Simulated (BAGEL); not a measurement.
# A workflow on C2H6AlF (SMILES [CH3][Al]([CH3])[F])

We compute the energy (HF/cc-pVDZ), then the energy (NEVPT2(2,2)/cc-pVDZ), then a single-point energy (CASPT2(2,2)/cc-pVDZ) of C2H6AlF. 

Program for the calculation: BAGEL 1.2.2.

## Step 1: The system as given

The species is C2H6AlF (10 atoms), meant as a singlet with charge 0. As SMILES, `[CH3][Al]([CH3])[F]`. The C1–H5 distance was set to 2.075 Å, away from the relaxed value. At this shape a bond of the SMILES string is far longer than usual.

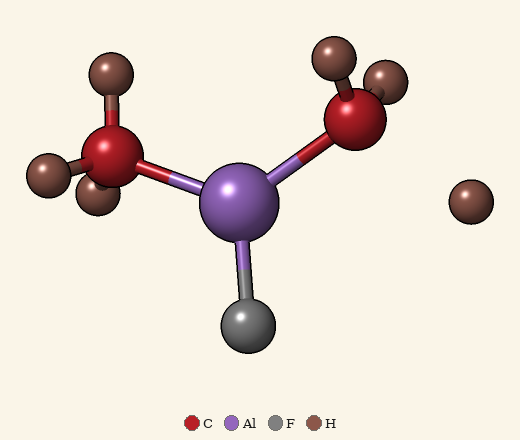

The structure, seen from a chosen angle (carbon red, aluminium purple, fluorine grey, hydrogen brown).

## Step 2: The energy at HF/cc-pVDZ (density fitting with svp-jkfit) (run 1)

input.json

```json
{ "bagel" : [

{
  "title" : "molecule",
  "basis" : "cc-pvdz.json",
  "df_basis" : "svp-jkfit",
  "angstrom" : false,
  "geometry" : [
    { "atom" : "C", "xyz" : [ -0.02031645,  2.49169271, -0.10112302 ] },
    { "atom" : "Al", "xyz" : [  0.50521639, -1.01922945,  0.83277963 ] },
    { "atom" : "C", "xyz" : [  2.55235670, -2.24339404,  3.62296025 ] },
    { "atom" : "F", "xyz" : [ -0.92851882, -3.20243005, -0.90009923 ] },
    { "atom" : "H", "xyz" : [ -2.23819162,  2.86690350, -3.31250092 ] },
    { "atom" : "H", "xyz" : [ -0.94117999,  3.53255386,  1.43276767 ] },
    { "atom" : "H", "xyz" : [  1.78210433,  3.44543749, -0.45128928 ] },
    { "atom" : "H", "xyz" : [  1.40850548, -3.34623820,  4.94765826 ] },
    { "atom" : "H", "xyz" : [  3.45016558, -0.71403869,  4.68082893 ] },
    { "atom" : "H", "xyz" : [  4.04240575, -3.50799876,  2.94492652 ] }
  ]
},
{
  "title" : "hf",
  "charge" : 0
},
{
  "title" : "print",
  "file" : "orbitals.molden",
  "orbitals" : true
}

]}
```

The basis set cc-pVDZ is read from a file made from the Basis Set Exchange's data (not shown).

Run with:

```bash
$ BAGEL_NUM_THREADS=1 BAGEL input.json > input.out
```

The log of the run:

```text
* using 1 threads per process

  ===============================================================
  ===============================================================

  *** Geometry ***

  { "atom" : "C", "xyz" : [     -0.020316,      2.491693,     -0.101123 ] },
  { "atom" : "Al", "xyz" : [      0.505216,     -1.019229,      0.832780 ] },
  { "atom" : "C", "xyz" : [      2.552357,     -2.243394,      3.622960 ] },
[... 6 lines of this table left out ...]
  { "atom" : "H", "xyz" : [      4.042406,     -3.507999,      2.944927 ] },

  Number of auxiliary basis functions:      463

  Since a DF basis is specified, we compute 2- and 3-index integrals:
    o Being stored without compression. Storage requirement is 0.030 GB

  Number of basis functions:       90
  Number of electrons      :       40

    * METHOD: MOLECULE                             0.22

  *** RHF ***

  === Nuclear Repulsion ===
   150.8019476117

      * DIIS with orbital gradients will be used.

  === RHF iteration (cc-pvdz.json) ===
      0       -420.23014579          0.01734983           0.06
      1       -420.43317373          0.01015914           0.05
      2       -420.51759122          0.00158988           0.05
[... 11 lines of this table left out ...]
     14       -420.52081464          0.00000001           0.06
    * SCF iteration converged.

    * Permanent dipole moment:
           (   -0.782773,    -0.455974,    -1.039654) a.u.

    * METHOD: HF                                   1.03

    * METHOD: PRINT                                0.01

  ===============================================================
```

Run time: 1.7 s. Hardware: 1 thread of Intel Xeon 6975P-C (Granite Rapids), shared host; peak memory 0.14 GiB.

## Step 3: A single-point energy at NEVPT2(2,2)/cc-pVDZ (density fitting with svp-jkfit) (run 2)

input.json

```json
{ "bagel": [

{
  "title": "molecule",
  "basis": "cc-pvdz.json",
  "df_basis": "svp-jkfit",
  "geometry": [
    { "atom": "C", "xyz": [ -0.02031645,  2.49169271, -0.10112302 ] },
    { "atom": "Al", "xyz": [  0.50521639, -1.01922945,  0.83277963 ] },
    { "atom": "C", "xyz": [  2.55235670, -2.24339404,  3.62296025 ] },
    { "atom": "F", "xyz": [ -0.92851882, -3.20243005, -0.90009923 ] },
    { "atom": "H", "xyz": [ -2.23819162,  2.86690350, -3.31250092 ] },
    { "atom": "H", "xyz": [ -0.94117999,  3.53255386,  1.43276767 ] },
    { "atom": "H", "xyz": [  1.78210433,  3.44543749, -0.45128928 ] },
    { "atom": "H", "xyz": [  1.40850548, -3.34623820,  4.94765826 ] },
    { "atom": "H", "xyz": [  3.45016558, -0.71403869,  4.68082893 ] },
    { "atom": "H", "xyz": [  4.04240575, -3.50799876,  2.94492652 ] }
  ]
},
{
  "title": "hf"
},
{
  "title": "nevpt2",
  "nstate": 1,
  "nact": 2,
  "nclosed": 19,
  "active": [20, 21],
  "maxiter": 200,
  "natocc": "true",
  "ncore": 8
},
{
  "title": "print",
  "file": "orbitals.molden",
  "orbitals": "true"
}

]}
```

The basis set cc-pVDZ is read from a file made from the Basis Set Exchange's data (not shown).

Run with:

```bash
$ BAGEL_NUM_THREADS=1 BAGEL input.json > input.out
```

The log of the run:

```text
* using 1 threads per process

  ===============================================================
  ===============================================================

  *** Geometry ***

  { "atom" : "C", "xyz" : [     -0.020316,      2.491693,     -0.101123 ] },
  { "atom" : "Al", "xyz" : [      0.505216,     -1.019229,      0.832780 ] },
  { "atom" : "C", "xyz" : [      2.552357,     -2.243394,      3.622960 ] },
[... 6 lines of this table left out ...]
  { "atom" : "H", "xyz" : [      4.042406,     -3.507999,      2.944927 ] },

[... 23 lines left out ...]
    * SCF iteration converged.
[... 1 line left out ...]
    * Permanent dipole moment:
[... 28 lines left out ...]
    * Second-order optimization converged. *
[... 9 lines left out ...]
     * ci vector, state   0, <S^2> = 0.0000
       2.     0.9387385791
       .2    -0.3446300627

  === DF-NEVPT2 calculation ===

    * 3-index integral transformation done
    * assembly done

      NEVPT2 correlation energy:   -0.5185917652      0.16

          (+0)     -0.4709720238
          (+0)'    -0.0118425673
          (+1)     -0.0065330152
          (+1)'    -0.0000000000
          (+2)     -0.0003453850
          (-1)     -0.0261770907
          (-1)'     0.0000000000
          (-2)     -0.0027216831

      NEVPT2 total energy:       -421.0959994893

    * METHOD: NEVPT2                               4.68

    * METHOD: PRINT                                0.01

  ===============================================================
```

Run time: 6.6 s. Hardware: 1 thread of Intel Xeon 6975P-C (Granite Rapids), shared host; peak memory 0.14 GiB.

## Step 4: A single-point energy at CASPT2(2,2)/cc-pVDZ (density fitting with svp-jkfit) (run 3)

input.json

```json
{ "bagel": [

{
  "title": "molecule",
  "basis": "cc-pvdz.json",
  "df_basis": "svp-jkfit",
  "geometry": [
    { "atom": "C", "xyz": [    -0.02031645,     2.49169271,    -0.10112302 ] },
    { "atom": "Al", "xyz": [     0.50521639,    -1.01922945,     0.83277963 ] },
    { "atom": "C", "xyz": [     2.55235670,    -2.24339404,     3.62296025 ] },
    { "atom": "F", "xyz": [    -0.92851882,    -3.20243005,    -0.90009923 ] },
    { "atom": "H", "xyz": [    -2.23819162,     2.86690350,    -3.31250092 ] },
    { "atom": "H", "xyz": [    -0.94117999,     3.53255386,     1.43276767 ] },
    { "atom": "H", "xyz": [     1.78210433,     3.44543749,    -0.45128928 ] },
    { "atom": "H", "xyz": [     1.40850548,    -3.34623820,     4.94765826 ] },
    { "atom": "H", "xyz": [     3.45016558,    -0.71403869,     4.68082893 ] },
    { "atom": "H", "xyz": [     4.04240575,    -3.50799876,     2.94492652 ] }
  ]
},

{
  "title": "hf"
},

{
  "title": "casscf",
  "nstate": 1,
  "nact": 2,
  "nclosed": 19,
  "active": [20, 21],
  "maxiter": 200,
  "natocc": "true"
},

{
  "title": "print",
  "file": "orbitals.molden",
  "orbitals": "true"
},

{
  "title": "smith",
  "method": "caspt2",
  "ms": "true",
  "xms": "true",
  "sssr": "true",
  "shift": 0.2,
  "shift_imag": "true",
  "ncore": 8
}

]}
```

The basis set cc-pVDZ is read from a file made from the Basis Set Exchange's data (not shown).

Run with:

```bash
$ BAGEL_NUM_THREADS=1 BAGEL input.json > input.out
```

The log of the run:

```text
* using 1 threads per process

  ===============================================================
  ===============================================================

  *** Geometry ***

  { "atom" : "C", "xyz" : [     -0.020316,      2.491693,     -0.101123 ] },
  { "atom" : "Al", "xyz" : [      0.505216,     -1.019229,      0.832780 ] },
  { "atom" : "C", "xyz" : [      2.552357,     -2.243394,      3.622960 ] },
[... 6 lines of this table left out ...]
  { "atom" : "H", "xyz" : [      4.042406,     -3.507999,      2.944927 ] },

[... 25 lines left out ...]
    * Permanent dipole moment:
[... 37 lines left out ...]
     * ci vector, state   0, <S^2> = 0.0000
[... 21 lines left out ...]
       #      aibj      arbs      arbi      airj      risj      airs      arst      rist         Etot      error   time
[... 8 lines left out ...]
      ------------------------------------------------------------------------------------------------------------------

    * CASPT2 energy : state  0     -421.0994905729
        w/o shift correction       -421.0969014394
        reference weight              0.8592144613

    * METHOD: SMITH                                0.95

  ===============================================================
```

It took 6.9 s on 1 thread of Intel Xeon 6975P-C (Granite Rapids), shared host; peak memory 0.2 GiB.

## Step 5: Summary of results

| quantity | value |
| --- | --- |
| run 1, HF/cc-pVDZ: total energy | -420.52081 Eh |
| run 1, HF/cc-pVDZ: dipole moment | 3.50 D |
| run 1, HF/cc-pVDZ: HOMO energy | -9.71 eV |
| run 1, HF/cc-pVDZ: LUMO energy | 1.31 eV |
| run 1, HF/cc-pVDZ: HOMO–LUMO gap | 11.02 eV |
| run 2, NEVPT2(2,2)/cc-pVDZ: total energy | -421.09600 Eh |
| run 3, CASPT2(2,2)/cc-pVDZ: total energy | -421.09949 Eh |
